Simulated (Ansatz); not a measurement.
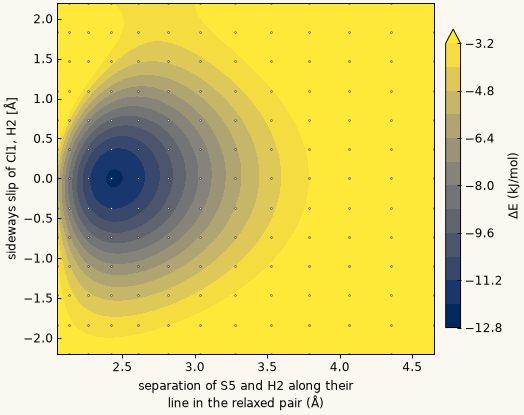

The pair ClH···COS. The first coordinate is: separation of S5 and H2 along their line in the relaxed pair; the second: sideways slip of Cl1, H2. Nothing is relaxed (both partners rigid). Grid: 13 × 13 points. Points are written as (first, second). Energies are in kJ/mol, from the two partners far apart, frozen as in the relaxed pair, each in its own basis (no counterpoise correction). The calculation used RKS PBE-D4/def2-SVPD (Ansatz 0.2.0).

Drawn: filled contours, dots at the grid points, one colour for all values above the top of the scale. Between grid points the surface is interpolated.

### Where is the minimum, and how stiff is the well along each coordinate?

The interpolated minimum is at the first coordinate ≈ 2.443 Å, sideways slip of Cl1, H2 ≈ 0.00 Å. The curvatures there are about 0.52 eV/Å² and 0.14 eV/Å², with a cross term of about −0.02 eV/Å². Round the minimum the two coordinates are weakly coupled (coupling −0.08 in units of the two stiffnesses). (1 eV is 96.5 kJ/mol.)
